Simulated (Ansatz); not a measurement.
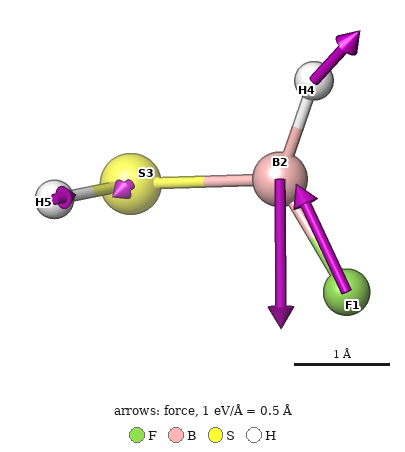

Starting geometry of BH$_{2}$SF (coarse preliminary run) with the computed forces as purple arrows. The picture is a ball-and-stick view, seen at a tilt.

The start comes from a force field.

Computed with Ansatz, RKS PBE-D4/def2-SVP. Set-up: force threshold 0.03 eV/Å; at most 200 steps.

> What follows when this structure is relaxed?

It isn't relaxed: the largest force vector, on B2, is 3.19 eV/Å. The final displacements have little in common with the starting forces (cosine between the two patterns 0.20). After 9 geometry steps the energy has fallen by 75.8 kJ/mol. Largest force component: 2.9 eV/Å at the start, 0.018 eV/Å at the end. H5 moves most after the best rigid fit: 0.77 Å. By element the largest moves are H 0.77 Å, S 0.73 Å, F 0.47 Å, B 0.16 Å. Among the contacts that change: F1–B2 1.397 → 1.333 Å, B2–H4 1.156 → 1.215 Å, B2–S3 1.858 → 1.807 Å, S3–H5 1.389 → 1.361 Å. Among the angles between lasting bonds that change: S3–B2–H4 117.0° → 122.8°, F1–B2–H4 123.9° → 119.3°. Groups turn about B2–S3 by about 90°. The run took roughly 10 core-seconds on a shared host.
